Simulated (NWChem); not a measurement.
# doublet C3HN− at 5 levels

Wanted: a comparison of 5 runs (U-wB97X/def2-SVPD, UB2PLYP/def2-SVPD, UBHLYP/def2-SVPD, UCAM-B3LYP/def2-SVPD, UM06-2X/def2-SVPD) of doublet C3HN−. 

The calculation is run with NWChem 7.3.0.

### Step 1. The molecule

C3HN− has 5 atoms, charge -1, and is taken as a doublet. SMILES of the parent species: `C#CC#N`. The shape is that of a PBE0-D4/def2-TZVP optimisation. That shape belongs to the parent species and isn't relaxed for this state.

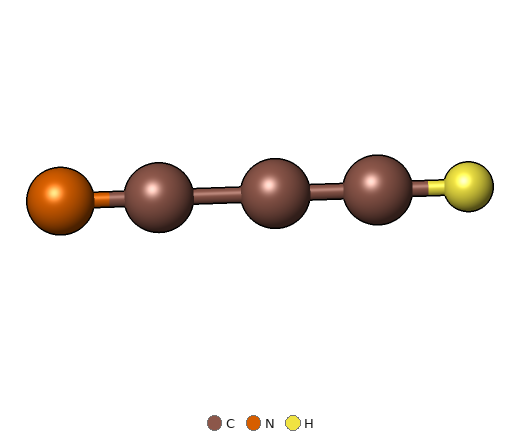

The structure, seen from a chosen angle (carbon brown, nitrogen orange, hydrogen yellow).

### Step 2. The energy at U-wB97X/def2-SVPD (run 1)

Contents of mol.nw:

```
echo
start mol
title "C3HN energy"
memory total 2200 mb
charge -1
geometry units angstrom noautosym nocenter noautoz
   C     -0.137800     1.253000     0.148800
   C     -0.000300     0.068900     0.002100
   C      0.157500    -1.280600    -0.165000
   N      0.291100    -2.418400    -0.305600
   H     -0.260600     2.303500     0.278300
end
basis spherical bse
   * library def2-SVPD
end
dft
   xc wb97x
   mult 2
   grid xfine
   convergence energy 1e-08
   iterations 100
   mulliken
end
task dft
```

Started as:

```sh
$ nwchem mol.nw > mol.out
```

The log of the run:

```text
[...]
          Wavefunction type:  spin polarized.
          No. of atoms     :     5
          No. of electrons :    27
[...]
          Charge           :    -1
          Spin multiplicity:     2
[...]
          AO basis - number of functions:    88
[...]
              XC Information
              --------------
                       wb97x  Method XC Functional
                     Hartree-Fock (Exact) Exchange  1.000
                         wb97x Exchange Functional  1.000
                      wb97x Correlation Functional  1.000
[...]
 d= 0,ls=0.0,diis     1   -169.0959790833 -2.46D+02  1.92D+00  3.60D-01     4.6
[...]
 d= 0,ls=0.5,diis    22   -169.3711492399 -7.35D-09  9.67D-06  2.35D-09    99.5
[...]
         Total DFT energy =     -169.371149244990
      One electron energy =     -386.297578048965
           Coulomb energy =      163.278228365872
    Exchange-Corr. energy =      -23.601820238293
 Nuclear repulsion energy =       77.250020676396
[...]
      Total Density - Mulliken Population Analysis
     ---------------------------------------------
    Atom       Charge   Shell Charges
 -----------   ------   -------------------------------------------------------
    1 C    6     7.90   1.98  0.90  2.47  0.10  2.09  0.28  0.03  0.05
    2 C    6     4.12   1.98  0.90  0.07 -0.15  2.12 -1.10  0.04  0.25
    3 C    6     6.41   1.98  0.96  0.20 -0.08  2.09  0.90  0.06  0.29
    4 N    7     7.16   1.99  1.07  0.47  0.36  2.30  0.94  0.03  0.00
    5 H    1     1.41   0.75  0.41  0.03  0.22
[...]
      <S2> =      0.7623 (Exact =     0.7500)
[...]
```

Run time: 1.7 min. Hardware: 1 thread of AMD EPYC 9R14 (Zen 4), shared host; peak memory 0.12 GiB.

### Step 3. The energy at UB2PLYP/def2-SVPD (run 2)

Contents of sp.nw:

```
start sp
title "C3HN B2PLYP"
memory stack 880 mb heap 220 mb global 1100 mb
charge -1

geometry units angstroms noautosym nocenter noautoz
  C     -0.137800     1.253000     0.148800
  C     -0.000300     0.068900     0.002100
  C      0.157500    -1.280600    -0.165000
  N      0.291100    -2.418400    -0.305600
  H     -0.260600     2.303500     0.278300
end

basis spherical bse
  * library def2-SVPD
end

dft
  xc hfexch 0.53 becke88 0.47 lyp 0.73 mp2 0.27
  dftmp2 semidirect
  mult 2
  grid xfine
  convergence energy 1e-08
  maxiter 100
  mulliken
  print medium
end

mp2
  freeze core 4
end

task dft energy
```

Started as:

```sh
$ nwchem sp.nw > sp.out
```

The log of the run:

```text
[...]
          Wavefunction type:  spin polarized.
          No. of atoms     :     5
          No. of electrons :    27
[...]
          Charge           :    -1
          Spin multiplicity:     2
[...]
          AO basis - number of functions:    88
[...]
              XC Information
              --------------
                     Hartree-Fock (Exact) Exchange  0.530
                    Becke 1988 Exchange Functional  0.470
              Lee-Yang-Parr Correlation Functional  0.730
[...]
 d= 0,ls=0.0,diis     1   -168.8168031189 -2.46D+02  1.92D+00  3.47D-01     2.1
[...]
 d= 0,ls=0.5,diis    23   -169.0722940448 -4.99D-09  1.65D-06  1.55D-09    45.9
[...]
         Total DFT energy =     -169.072294046866
      One electron energy =     -386.203619000495
           Coulomb energy =      163.187067889779
    Exchange-Corr. energy =      -23.305763612546
 Nuclear repulsion energy =       77.250020676396
[...]
      Total Density - Mulliken Population Analysis
     ---------------------------------------------
    Atom       Charge   Shell Charges
 -----------   ------   -------------------------------------------------------
    1 C    6     7.92   1.99  0.89  2.46  0.10  2.06  0.34  0.03  0.04
    2 C    6     4.23   1.99  0.89  0.11 -0.11  2.10 -1.05  0.05  0.25
    3 C    6     6.31   1.99  0.95  0.20 -0.05  2.07  0.82  0.07  0.27
    4 N    7     7.24   1.99  1.06  0.57  0.29  2.29  1.00  0.03  0.01
    5 H    1     1.31   0.75  0.30  0.03  0.22
[...]
      <S2> =      0.7672 (Exact =     0.7500)
[...]
  Basis functions       =     88
[...]
```

Run time: 51 s. Hardware: 1 thread of AMD EPYC 9R14 (Zen 4), shared host; peak memory 0.22 GiB.

Runs 3 to 4 aren't shown in full; the table further down has their settings and results.

### Step 4. The energy at UM06-2X/def2-SVPD (run 5)

Contents of a.nw:

```
start a
memory 2200 mb
charge -1

geometry units angstrom noautosym nocenter noautoz
   C    -0.137800    1.253000    0.148800
   C    -0.000300    0.068900    0.002100
   C     0.157500   -1.280600   -0.165000
   N     0.291100   -2.418400   -0.305600
   H    -0.260600    2.303500    0.278300
end

basis spherical bse
   * library def2-SVPD
end

dft
   xc m06-2x
   mult 2
   grid xfine
   convergence energy 1e-08
   iterations 100
   mulliken
end

task dft energy
```

Started as:

```sh
$ nwchem a.nw > a.out
```

The log of the run:

```text
[...]
          Wavefunction type:  spin polarized.
          No. of atoms     :     5
          No. of electrons :    27
[...]
          Charge           :    -1
          Spin multiplicity:     2
[...]
          AO basis - number of functions:    88
[...]
              XC Information
              --------------
                       M06-2X Method XC Functional
                     Hartree-Fock (Exact) Exchange  0.540
                        M06-2X Exchange Functional  1.000
                      M06-2X Correlation Potential  1.000
[...]
 d= 0,ls=0.0,diis     1   -169.0956218035 -2.46D+02  1.92D+00  3.56D-01     2.9
[...]
 d= 0,ls=0.5,diis    22   -169.3546385781 -6.73D-09  1.56D-06  2.47D-09    61.1
[...]
         Total DFT energy =     -169.354638580940
      One electron energy =     -386.282128752998
           Coulomb energy =      163.266391265089
    Exchange-Corr. energy =      -23.588921769427
 Nuclear repulsion energy =       77.250020676396
[...]
      Total Density - Mulliken Population Analysis
     ---------------------------------------------
    Atom       Charge   Shell Charges
 -----------   ------   -------------------------------------------------------
    1 C    6     8.23   1.99  0.89  2.84  0.14  2.08  0.24  0.02  0.03
    2 C    6     3.91   1.99  0.89  0.14 -0.12  2.12 -1.36  0.04  0.22
    3 C    6     6.35   1.99  0.94  0.28 -0.03  2.09  0.79  0.06  0.24
    4 N    7     7.25   1.99  1.06  0.62  0.27  2.29  0.97  0.03  0.01
    5 H    1     1.26   0.76  0.27  0.03  0.21
[...]
      <S2> =      0.7587 (Exact =     0.7500)
[...]
```

Run time: 65 s. Hardware: 1 thread of AMD EPYC 9R14 (Zen 4), shared host; peak memory 0.13 GiB.

### Step 5. All runs side by side

```
run                 level  frozen core orbitals  energy (Eh)  HOMO energy (eV)  LUMO energy (eV)   ⟨S²⟩  wall time
  1     U-wB97X/def2-SVPD                     –  -169.371149              0.73              6.58  0.762    1.7 min
  2     UB2PLYP/def2-SVPD                     4  -169.257998              1.96              5.48  0.767       51 s
  3      UBHLYP/def2-SVPD                     –  -169.318898              1.91              5.34  0.765       49 s
  4  UCAM-B3LYP/def2-SVPD                     –  -169.338844              1.61              5.51  0.760       89 s
  5     UM06-2X/def2-SVPD                     –  -169.354639              1.99              4.84  0.759       65 s
```

### Step 6. Results

| quantity | value |
| --- | --- |
| run 5: total energy | -169.35464 Eh |
| run 5: HOMO energy (highest over α and β) | 1.99 eV |
| run 5: LUMO energy (lowest over α and β) | 4.84 eV |
| run 5: ⟨S²⟩ | 0.759 |

**Reading.** Totals of different functionals can't be ranked against each other. In runs 1, 2, 3, 4, 5 the HOMO lies above zero, so the outermost electron may be held by the basis alone. All runs together took 6 min, the longest 1.7 min.
